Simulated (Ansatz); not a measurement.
# A hypothetical structure for Y2TiFe3

This structure for Y2TiFe3 is made up. Its elements were placed in a known structure type with a cell scaled to their sizes. What cell does the guess relax to, and how far off was it?

Main program and level: Ansatz 0.2.0; DFT, PBEsol, plane-wave PAW, files of the set soft_1, scalar-relativistic, ferromagnetic start, cell and ions relaxed at zero pressure; PAW set soft_1.

## (1) Starting point

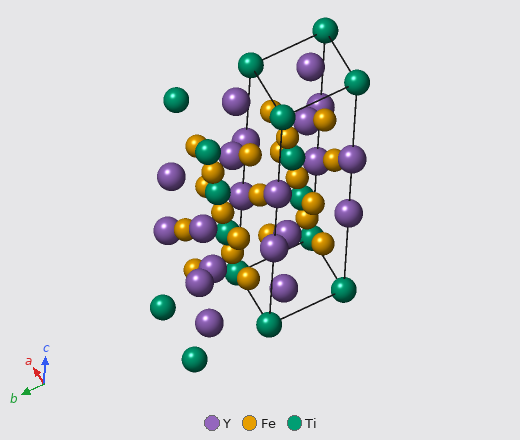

Start, viewed from a free direction; yttrium purple, iron orange, titanium teal. 1×2×1 cells are drawn. This picture shows the conventional cell, with its axes. Some periodic images of atoms are drawn too.

## (2) Relaxation of the guess

The guessed cell has no reason to be at equilibrium. It is relaxed with the atoms, within the space group of the guess.

input.yaml reads:

```yaml
crystal:
  lattice:
    - [2.737, 1.580207687, 3.957]
    - [-2.737, 1.580207687, 3.957]
    - [0.0, -3.160415374, 3.957]
  atoms:
    - { symbol: "Y", position: [0.369533333, 0.369533333, 0.369533333] }
    - { symbol: "Y", position: [0.630466667, 0.630466667, 0.630466667] }
    - { symbol: Fe, position: [0.5, 0.0, 0.0], spin: 3.0 }
    - { symbol: Fe, position: [0.0, 0.5, 0.0], spin: 3.0 }
    - { symbol: Fe, position: [0.0, 0.0, 0.5], spin: 3.0 }
    - { symbol: Ti, position: [0.0, 0.0, 0.0], spin: 1.0 }
magnetization:
  spin_polarized: true
kpoints:
  mp_grid: { grid: [6, 6, 6] }
scf:
  occupations: { method: fermi_dirac, width: 0.05 }
hamiltonian:
  xc: pbesol
  pseudopotentials: { kind: paw, azcp: { folder: soft_1 }, xc_functional: pbe }
relax:
  f_tol: 0.015
  max_steps: 70
  cell: {}
output:
  forces: true
  stress: true
```

Run with:

```sh
$ ansatz run input.yaml --threads 4 --pin off --max-ram 10240MiB --backend cpu --events-out ev --progress --plain --runs-dir out
```

Numbers of over 12 decimals in the logs are rounded to 6 here.

Output:

```text
Engine: ansatz 0.2.0, x86_64-unknown-linux-gnu
Pseudopotentials: kind: paw
Pseudopotential: Y, paw, valence charge 11, recommended cutoff 420 eV (normal), soft_1/Y.paw.azcp
Pseudopotential: Fe, paw, valence charge 16, recommended cutoff 420 eV (normal), soft_1/Fe.paw.azcp
Pseudopotential: Ti, paw, valence charge 12, recommended cutoff 420 eV (normal), soft_1/Ti.paw.azcp
Functional definition: PBEsol
  exchange = pbesol_x
  correlation = pbesol_c
Crystal: 6 atoms, lattice volume = 102.685 Å³
Basis set: ecut = 420 eV, 2029 PW (Γ), exchange–correlation on 72×72×72 points (8 copies of the dense FFT grid, shifted against one another)
Bands: 56, of which v1, the nominal top of the filled ones, is band 41 counted from 1 (40 counted from 0)
Symmetry: 12 space group operations
Space group: R-3m (ITA 166), of the structure as read, at distance tolerance 4.7e-5 Å
Magnetic group: BNS 166.97 (UNI 1327), of the structure as read, at distance tolerance 4.7e-5 Å
k-points: 32 of 216
Non-local potential: Y, projectors of the file, l = 0: 3, l = 1: 2, l = 2: 2, l = 3: 1
Non-local potential: Fe, projectors of the file, l = 0: 3, l = 1: 2, l = 2: 3, l = 3: 1
Non-local potential: Ti, projectors of the file, l = 0: 3, l = 1: 2, l = 2: 3, l = 3: 1
PAW form: soft (Blöchl's): semilocal exchange-correlation on the pseudo side does not see the compensation charge
PAW frozen core: Y, regenerated for the run's functional, and the local potential with it (the file was generated under x = pbe(κ = 0.804, μ = 0.219515), c = pbe(β = 0.066725))
PAW frozen core: Fe, regenerated for the run's functional, and the local potential with it (the file was generated under x = pbe(κ = 0.804, μ = 0.219515), c = pbe(β = 0.066725))
PAW frozen core: Ti, regenerated for the run's functional, and the local potential with it (the file was generated under x = pbe(κ = 0.804, μ = 0.219515), c = pbe(β = 0.066725))
PAW one-centre angular grid: Y, 590 points (default); XC on 64 Gauss nodes
PAW one-centre angular grid: Fe, 590 points (default); XC on 64 Gauss nodes
PAW one-centre angular grid: Ti, 590 points (default); XC on 64 Gauss nodes
Initial density: superposition of atomic densities (chi_scale 0.1, normalization cell)
Starting moments: Σ|m| = 10 μB on 4 of 6 sites
Initial wavefunctions: pseudopotential atomic-orbital guess
Functional: x = pbesol(κ = 0.804, μ = 0.123457), c = pbesol(β = 0.046)
SCF iter   1: F=—  HF=-23408.990823 eV  |F-HF|=—  |Δ(HF+E_count)|=         —  Δρ=6.21e-2 (↑6.21e-2 ↓2.38e-2)  dr2=3.55e0  dr2_m=1.03e0  M=6.670 μB ∫|m|=8.255 μB  β_m=0.30  ethr=3.10e-3  ⟨swp⟩=5.9  Hψ=11314  notcnv=0  defer=11
Mixer restart at iter 1: flushing history
preconditioner: auto → Kerker (q_TF=auto, 2.628 Å⁻¹)  [metal: Δε(μ)=0.007 eV  Ē_g=9.748 eV  σ=0.050 eV  W_gap=0.03  n_scr=26 (ndim 8)  ℏωp=24.9 eV  f_vac=0.000  D(μ)=10.36/eV (n_scr^D=130)]
spin=Collinear: Kerker preconditioning applied to the charge; magnetization (m = ρ↑ − ρ↓) channel mixes plain (no charge-response kernel on spin).
SCF iter   2: F=—  HF=-23407.833440 eV  |F-HF|=—  |Δ(HF+E_count)|=    1.16e0  Δρ=3.27e-2 (↑3.27e-2 ↓2.59e-2)  dr2=1.10e0  dr2_m=6.72e-1  M=6.232 μB ∫|m|=7.991 μB  β_m=0.42  ethr=3.10e-3  ⟨swp⟩=2.0  Hψ=5778  notcnv=0  defer=241
SCF iter   3: F=—  HF=-23408.881787 eV  |F-HF|=—  |Δ(HF+E_count)|=    1.05e0  Δρ=2.73e-2 (↑2.26e-2 ↓2.73e-2)  dr2=1.03e0  dr2_m=5.07e-1  M=5.615 μB ∫|m|=7.703 μB  β_m=0.46  ethr=1.34e-3  ⟨swp⟩=2.0  Hψ=4258  notcnv=0  defer=241
SCF iter   4: F=—  HF=-23410.303431 eV  |F-HF|=—  |Δ(HF+E_count)|=    1.42e0  Δρ=2.22e-2 (↑1.53e-2 ↓2.22e-2)  dr2=6.50e-1  dr2_m=2.90e-1  M=4.503 μB ∫|m|=7.455 μB  β_m=0.27  ethr=1.25e-3  ⟨swp⟩=2.5  Hψ=5173  notcnv=0  defer=236
SCF iter   5: F=—  HF=-23410.740526 eV  |F-HF|=—  |Δ(HF+E_count)|=   4.37e-1  Δρ=1.76e-2 (↑1.76e-2 ↓7.82e-3)  dr2=1.53e-1  dr2_m=1.32e-1  M=3.792 μB ∫|m|=7.350 μB  β_m=0.72  ethr=7.93e-4  ⟨swp⟩=2.6  Hψ=5473  notcnv=0  defer=202
SCF iter   6: F=—  HF=-23410.840469 eV  |F-HF|=—  |Δ(HF+E_count)|=         —  Δρ=4.98e-3 (↑4.98e-3 ↓4.77e-3)  dr2=8.83e-2  dr2_m=4.27e-3  M=2.927 μB ∫|m|=7.113 μB  β_m=0.72  ethr=1.86e-4  ⟨swp⟩=3.0  Hψ=7343  notcnv=0  defer=204
Mixer restart at iter 6: flushing history
SCF iter   7: F=—  HF=-23410.888463 eV  |F-HF|=—  |Δ(HF+E_count)|=   4.80e-2  Δρ=3.78e-3 (↑3.78e-3 ↓2.14e-3)  dr2=1.65e-2  dr2_m=2.06e-3  M=3.015 μB ∫|m|=7.123 μB  β_m=0.63  ethr=1.08e-4  ⟨swp⟩=2.1  Hψ=6656  notcnv=0  defer=204
SCF iter   8: F=—  HF=-23410.875391 eV  |F-HF|=—  |Δ(HF+E_count)|=   1.31e-2  Δρ=2.57e-3 (↑2.57e-3 ↓1.89e-3)  dr2=2.60e-2  dr2_m=5.52e-4  M=3.003 μB ∫|m|=7.075 μB  β_m=0.61  ethr=2.01e-5  ⟨swp⟩=2.1  Hψ=6994  notcnv=0  defer=199
SCF iter   9: F=—  HF=-23410.875865 eV  |F-HF|=—  |Δ(HF+E_count)|=   4.74e-4  Δρ=6.26e-4 (↑6.26e-4 ↓3.47e-4)  dr2=1.01e-3  dr2_m=1.45e-4  M=3.029 μB ∫|m|=7.053 μB  β_m=0.73  ethr=2.01e-5  ⟨swp⟩=2.0  Hψ=5169  notcnv=0  defer=199
SCF iter  10: F=—  HF=-23410.875933 eV  |F-HF|=—  |Δ(HF+E_count)|=   6.85e-5  Δρ=4.79e-4 (↑4.79e-4 ↓4.70e-4)  dr2=9.34e-5  dr2_m=2.02e-4  M=3.030 μB ∫|m|=7.022 μB  β_m=0.86  ethr=1.23e-6  ⟨swp⟩=1.9  Hψ=4218  notcnv=0  defer=199
[...]
SCF iter  14: F=—  HF=-23410.875977 eV  |F-HF|=—  |Δ(HF+E_count)|=   1.02e-7  Δρ=1.23e-5 (↑4.25e-6 ↓1.23e-5)  dr2=3.17e-7  dr2_m=1.97e-8  M=3.033 μB ∫|m|=6.980 μB  β_m=0.98  ethr=1.04e-9  ⟨swp⟩=2.0  Hψ=4984  notcnv=0  defer=199
SCF iter  15: F=—  HF=-23410.875977 eV  |F-HF|=—  |Δ(HF+E_count)|=   6.83e-8  Δρ=5.38e-6 (↑1.10e-6 ↓5.38e-6)  dr2=3.41e-8  dr2_m=8.44e-9  M=3.033 μB ∫|m|=6.980 μB  β_m=0.99  ethr=3.86e-10  ⟨swp⟩=2.0  Hψ=5289  notcnv=0  defer=199
SCF iter  16: F=-23410.875977 eV  HF=-23410.875977 eV  |F-HF|=8.42e-8  |Δ(HF+E_count)|=   6.54e-9  Δρ=4.88e-6 (↑2.81e-6 ↓4.88e-6)  dr2=8.73e-8  dr2_m=1.17e-9  M=3.033 μB ∫|m|=6.980 μB  ethr=4.16e-11  ⟨swp⟩=1.0  Hψ=9881  notcnv=0
SCF 1 converged in 16 iterations: F = -23410.875977 eV  dr2 = 8.73e-8
  greatest PAW one-centre occupation: 1.000 electrons in one spin orbital (limit 2), on the Fe atom at site 4 (counted from 0), in its partial waves of l = 1
relax step   1: F+E_penalty+E_count = -23410.87597657 eV  Δ(F+E_penalty+E_count) = +0.000e0 eV  max|allowed force component| = 3.382e-1 eV/Å  Δτ_max = 0.0000 Å  P = -4.572 GPa  Ω = 102.685 Å³  (16 SCF iters, dr2 threshold 1.00e-7 eV, accepted)
[...]
relax step   2: F+E_penalty+E_count = -23411.01646275 eV  Δ(F+E_penalty+E_count) = -1.405e-1 eV  max|allowed force component| = 1.535e-1 eV/Å  Δτ_max = 0.0808 Å  P = +1.964 GPa  Ω = 95.563 Å³  energy of the carried Pulay correction = +2.600e-3 eV  (10 SCF iters, dr2 threshold 6.00e-7 eV, accepted)
[...]
relax step   3: F+E_penalty+E_count = -23411.02936655 eV  Δ(F+E_penalty+E_count) = -1.290e-2 eV  max|allowed force component| = 1.705e-1 eV/Å  Δτ_max = 0.0284 Å  P = +0.631 GPa  Ω = 96.862 Å³  energy of the carried Pulay correction = +2.112e-3 eV  (11 SCF iters, dr2 threshold 6.00e-7 eV, accepted)
[...]
relax step   4: F+E_penalty+E_count = -23411.03498559 eV  Δ(F+E_penalty+E_count) = -5.619e-3 eV  max|allowed force component| = 2.346e-2 eV/Å  Δτ_max = 0.0234 Å  P = -0.270 GPa  Ω = 97.595 Å³  energy of the carried Pulay correction = +1.839e-3 eV  (10 SCF iters, dr2 threshold 6.00e-7 eV, accepted)
[...]
relax step   5: F+E_penalty+E_count = -23411.03533504 eV  Δ(F+E_penalty+E_count) = -3.494e-4 eV  max|allowed force component| = 5.231e-3 eV/Å  Δτ_max = 0.0022 Å  P = +0.042 GPa  Ω = 97.310 Å³  energy of the carried Pulay correction = +1.945e-3 eV  (10 SCF iters, dr2 threshold 2.03e-7 eV, accepted)
[...]
relax step   6: F+E_penalty+E_count = -23411.03533227 eV  Δ(F+E_penalty+E_count) = +2.772e-6 eV  max|allowed force component| = 1.309e-4 eV/Å  Δτ_max = 0.0002 Å  P = -0.000 GPa  Ω = 97.349 Å³  energy of the carried Pulay correction = +1.931e-3 eV  (8 SCF iters, dr2 threshold 8.96e-9 eV, accepted)
[...]
relax step   7: F+E_penalty+E_count = -23411.03336040 eV  Δ(F+E_penalty+E_count) = +1.972e-3 eV  max|allowed force component| = 1.623e-4 eV/Å  Δτ_max = 0.0000 Å  P = +0.003 GPa  Ω = 97.349 Å³  stress off target by 5.82e-3 GPa  SCF on the basis re-selected at this cell (its energy is not comparable with the rows above)  (13 SCF iters)
basis re-selected at this cell: Δ(F+E_penalty+E_count) = +1.972e-3 eV, ΔP = +0.003 GPa vs the last step (what re-selecting the basis moved, of the pressure what is left beyond the Pulay correction that the steps carried, after the strain that the cell walked since its last selection, with what the two solves' SCF thresholds leave and, on support functions, any second-order correction that the steps lacked; it is no m [...]
SCF converged after 13 iterations
Magnetization: 2.8914 μB (42.4457 up, 39.5543 down)
Absolute magnetization: 6.3632 μB (∫|ρ↑−ρ↓|, with the PAW one-centre terms)
Spin contamination: 0.8357 ħ² per cell (⟨S²⟩ above its minimum at these occupations)
Per-site moments (μB) at R_I (Å): [(-0.211729, 1.220276), (-0.211729, 1.220276), (1.529887, 1.043952), (1.529887, 1.043952), (1.529887, 1.043952), (-0.567377, 1.043952)]
Free energy (F): -23411.033360 eV
Harris-Foulkes:  -23411.033360 eV  (|F-HF|=7.28e-12)
Internal energy: -23410.987206 eV  (E = F + TS)
E sigma→0 (E₀):  -23411.010283 eV
Entropy (-TS):   -0.046154 eV (-7.692 meV/atom)
Fermi energy:    15.032315 eV
--- Per-component energies (eV) ---
  E_band       = -1018.358533
  E_kinetic    = 1922.915369
  E_local      = -9859.430357  (includes V_loc(G=0)·N_el)
  E_nonlocal   = 989.542466
  E_hartree    = 4072.298058
  E_xc         = -804.763867
  E_vxc        = -987.204052  (∫ρ·V_xc dr)
  E_paw        = -10597.821903  (= ΣΔE_a)
  E_vpaw       = -1228.775028  (= ΣTr[D̂ρ^β])
  E_aug_tail   = -0.002898  (compensation charges beyond the density's cutoff)
  E_ewald      = -9134.698612
  E_core_change = 0.974537  (= ΣΔE_core)
  E_smearing   = -0.046154  (= −TS)
  E_closure    = 0.000000  (closes the sum)
  Σ components = -23411.033360   (vs F -23411.033360, Δ=0.00e0)
--- Forces (eV/Å), atoms counted from 1 ---
  atom   1  Y      0.00000000     0.00000000     0.00016228
  atom   2  Y      0.00000000    -0.00000000    -0.00016228
  atom   3  Fe    -0.00000000     0.00000000    -0.00000000
  atom   4  Fe    -0.00000000    -0.00000000     0.00000000
  atom   5  Fe    -0.00000000    -0.00000000     0.00000000
  atom   6  Ti     0.00000000    -0.00000000     0.00000000
  max |Σ_I F_I| component: 9.25e-18 eV/Å
--- Stress (GPa, compression-positive) ---
        0.001022      -0.000000      -0.000000
       -0.000000       0.001022      -0.000000
       -0.000000      -0.000000       0.005816
  P = ⅓ Tr σ = 0.0026 GPa (0.026 kbar)
--- Relaxed structure (6 steps of the walk, 6 accepted, 1 SCFs on fresh bases) ---
  F+E_penalty+E_count = -23411.03336040 eV   max|allowed force component| = 1.623e-4 eV/Å   (the final SCF, on the basis selected at the relaxed cell)
  cell:  # Å, volume = 97.3491 Å³
    - [2.636108, 1.521958, 4.044035]
    - [-2.636108, 1.521958, 4.044035]
    - [0, -3.043915, 4.044035]
  atoms:
    - { symbol: Y, position: [0.375757, 0.375757, 0.375757] }
    - { symbol: Y, position: [0.624243, 0.624243, 0.624243] }
    - { symbol: Fe, position: [0.5, 2.7755575615628914e-17, 0.0] }
    - { symbol: Fe, position: [2.7755575615628914e-17, 0.5, 0.0] }
    - { symbol: Fe, position: [0.0, 0.0, 0.5] }
    - { symbol: Ti, position: [0, 0, 0] }
```

It took 17 s on 4 threads of AMD EPYC 9R45 (Zen 5), shared host; peak memory 0.78 GiB; 60 s of CPU time.

Relaxation path:

| step | energy less that of the first step (eV) | largest force component (eV/Å) | pressure (GPa) | volume (Å³) |
| --- | --- | --- | --- | --- |
| 1 | 0.0000 | 0.3382 | -4.57 | 102.68 |
| 2 | -0.1405 | 0.1535 | 1.96 | 95.56 |
| 3 | -0.1534 | 0.1705 | 0.63 | 96.86 |
| 4 | -0.1590 | 0.0235 | -0.27 | 97.60 |
| 5 | -0.1594 | 0.0052 | 0.04 | 97.31 |
| 6 | -0.1594 | 0.0001 | 0.00 | 97.35 |
| 7* | -0.1574 | 0.0002 | 0.00 | 97.35 |

Relaxation steps marked * repeat the geometry before them on a plane-wave basis chosen anew for their cell, so energy and pressure can jump there.

The run keeps the 12 symmetry operations that it works with, so distortions that break them were not tested.

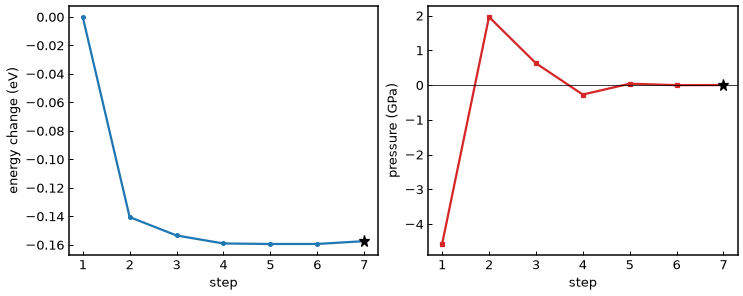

Energy and pressure along the relaxation. Stars mark steps on a basis chosen anew.

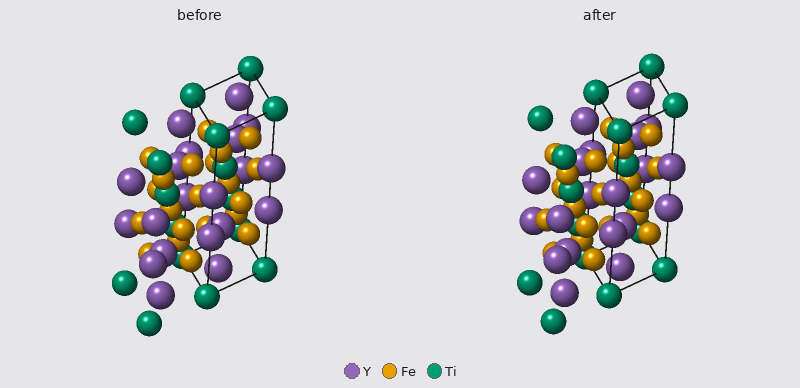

Before and after, at one scale.

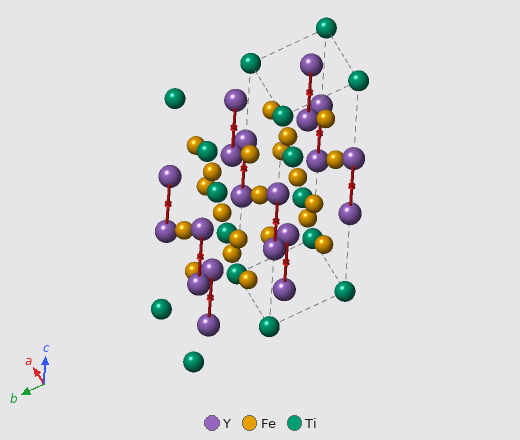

Displacements in the relaxation, exaggerated, measured against the changing cell; the longest in the cell stands for 0.08 Å. 1×2×1 conventional cells are drawn. Some periodic images of atoms are drawn too.

| conventional cell, symmetrised | before | after | change |
| --- | --- | --- | --- |
| a (Å) | 5.474 | 5.272 | -3.7 % |
| b (Å) | 5.474 | 5.272 | -3.7 % |
| c (Å) | 11.871 | 12.132 | +2.2 % |
| volume (Å³/atom) | 17.11 | 16.22 | -5.2 % |

The atoms that moved most (Å, as changes of fractional coordinates times the final cell):

| atom | dx | dy | dz | length |
| --- | --- | --- | --- | --- |
| Y1 | 0.000 | 0.000 | 0.076 | 0.076 |
| Y2 | 0.000 | 0.000 | -0.076 | 0.076 |

Final coordinates:

```xyz
6
Lattice="2.6361 1.5220 4.0440 -2.6361 1.5220 4.0440 0.0000 -3.0439 4.0440" Properties=species:S:1:pos:R:3 pbc="T T T"
Y     0.0000    0.0000    4.5587
Y     0.0000    0.0000    7.5734
Fe    1.3181    0.7610    2.0220
Fe   -1.3181    0.7610    2.0220
Fe    0.0000   -1.5220    2.0220
Ti    0.0000    0.0000    0.0000
```

This step gave:

| Quantity | Value |
| --- | --- |
| free energy | -23411.0334 eV |
| energy at zero smearing | -23411.0103 eV |
| smearing term TS | 0.04615 eV |
| Fermi energy | 15.03 eV |
| magnetization | 2.891 μB |
| absolute magnetization | 6.363 μB |
| site moments | -0.2117, -0.2117, 1.530, 1.530, 1.530, -0.5674 μB |
| electrons | 82 |
| symmetry operations | 12 |
| pressure | 0.002620 GPa |

Site moment by atom:

| atom | site moment (μB) |
| --- | --- |
| Y1 | -0.21 |
| Y2 | -0.21 |
| Fe3 | 1.53 |
| Fe4 | 1.53 |
| Fe5 | 1.53 |
| Ti6 | -0.57 |

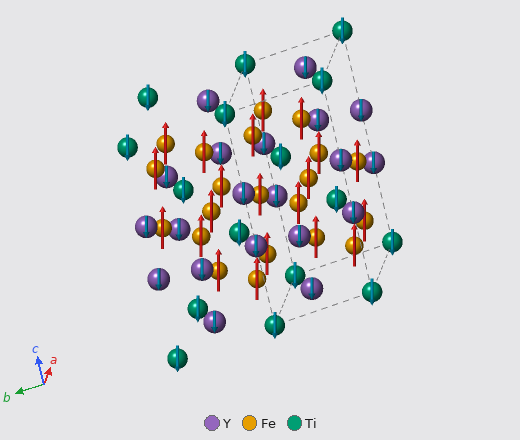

Site moment as arrows, the longest 1.53 μB. Up and down stand for the sign. Arrows give size and sign along the axis of quantisation, drawn up and down the page. Each arrow also spans its atom, so small moments look longer than they are. The two directions have two colours. 1×2×1 conventional cells are drawn. Some periodic images of atoms are drawn too.

Shortest distances by pair of elements, guess and relaxed (not always the same contact):

| pair | guess (Å) | relaxed (Å) |
| --- | --- | --- |
| Fe–Ti | 2.532 | 2.531 |
| Fe–Fe | 2.737 | 2.636 |
| Fe–Y | 2.880 | 2.958 |
| Y–Y | 3.098 | 3.015 |
| Ti–Y | 3.189 | 3.087 |

The relaxation ends with a largest force component of 1.6e-4 eV/Å and a pressure of 0.00 GPa.

## (3) Outcome

* space group, relaxed: R-3m
* conventional cell: a = 5.272, b = 5.272, c = 12.132 Å; α = 90.0°, β = 90.0°, γ = 120.0°
* volume per atom: 16.22 Å³ (guess 17.11)
* total moment: 2.89 μB in the cell of 6 atoms

Y2TiFe3 relaxes to R-3m with a = 5.272, b = 5.272 and c = 12.132 Å. The guessed volume was 5 % too large. The space group R-3m was held in the relaxation, so the end point is a stationary structure within it and may be a saddle against distortions or other arrangements. The input starts from parallel moments, and no other start was typed; the run left that order, and the end state is ferrimagnetic. Mesh and cutoff weren't tested. No dispersion term is used, so weakly bound directions may come out too long. Nothing here tests whether the compound is stable against decomposition.

[Logs are printed without paths, hosts, clocks, repeated set-up lines and the standing remarks that a program may print on its own settings, such as how far it seeks lower states.]

[Hosts, paths, dates, database ids (printed as entryN), source tags and the programs' standing remarks are cut or masked in the printed files.]
